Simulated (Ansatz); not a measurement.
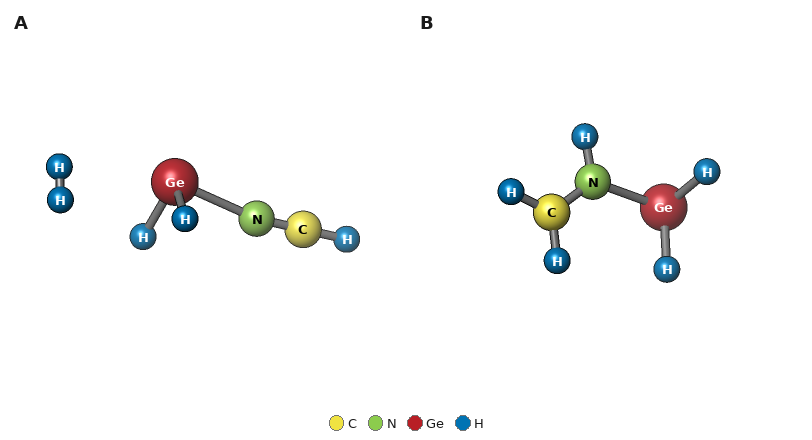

2 stationary structures of one formula. Geometries: PBE0-D4/def2-TZVP. Electronic energies: RHF-CCSD(T) (frozen core)/def2-TZVPP (Ansatz 0.2.0), without zero-point energy. No frequency run is at hand to confirm each as a minimum. Each is one conformer, not always the lowest.

> Rank them by energy, lowest first.

B is lowest (C1); A lies 1.195 eV above it (Cs).

Give E(B) − E(A) in eV at these levels too: RHF-CCSD(T) (frozen core)/def2-TZVPP; PBE0-D4/def2-TZVP; PBE0-D4/def2-TZVPP; PBE-D4/def2-TZVPP; ωB97M-V/def2-TZVPP; B3LYP-D4/def2-TZVPP; r2SCAN-D4/def2-TZVPP.

```
                               level  E(B) − E(A) (eV)
RHF-CCSD(T) (frozen core)/def2-TZVPP            −1.195
                   PBE0-D4/def2-TZVP            −1.489
                  PBE0-D4/def2-TZVPP            −1.511
                   PBE-D4/def2-TZVPP            −1.416
                  ωB97M-V/def2-TZVPP            −1.265
                 B3LYP-D4/def2-TZVPP            −1.282
                r2SCAN-D4/def2-TZVPP            −1.428
```
